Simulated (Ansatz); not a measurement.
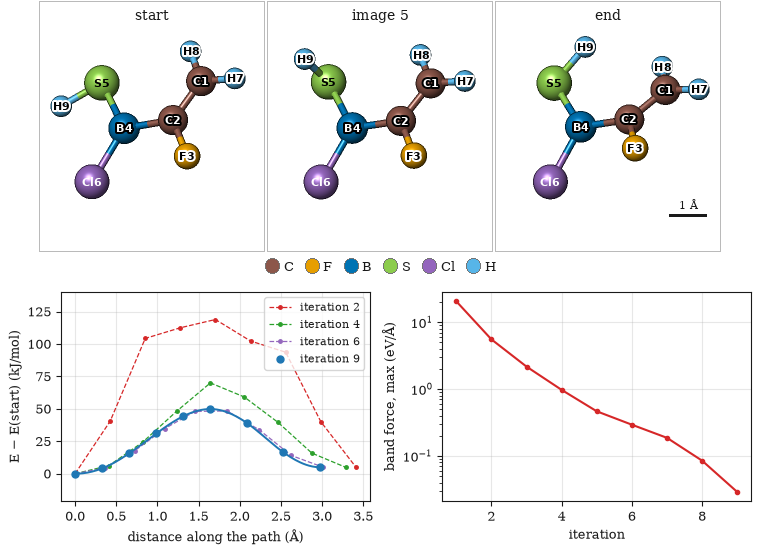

NEB run on C2H3BClFS. Images are numbered from 0 (start) to 8 (end). The plot follows the band through its iterations. The picture is a ball-and-stick view, seen at a tilt.

Method: RKS r2SCANh-D4/def2-SVP (Ansatz). Settings: 7 movable images; climbing image; force threshold 0.03 eV/Å; iteration limit 29; starting path through a guess of the saddle point.

Question: Did the band converge, and can the barrier be trusted?

Answer: The result is final at these settings. The band converged in 9 iterations. The largest component of the band force went from 21 to 0.029 eV/Å. The climbing image converged on the top of the path. Its vibrational analysis gives one imaginary mode (415i cm⁻¹), as a transition state must have. The first iteration put the highest image at 431.0 kJ/mol. Forward barrier 49.9 kJ/mol, backward barrier 44.9 kJ/mol, with image 5 at the top; the reaction energy is +5.0 kJ/mol.

The run took 4.7 min on 2 threads of Intel(R) Xeon(R) Platinum 8375C CPU @ 2.90GHz (Ice Lake) (shared host), peak memory 0.31 GiB.
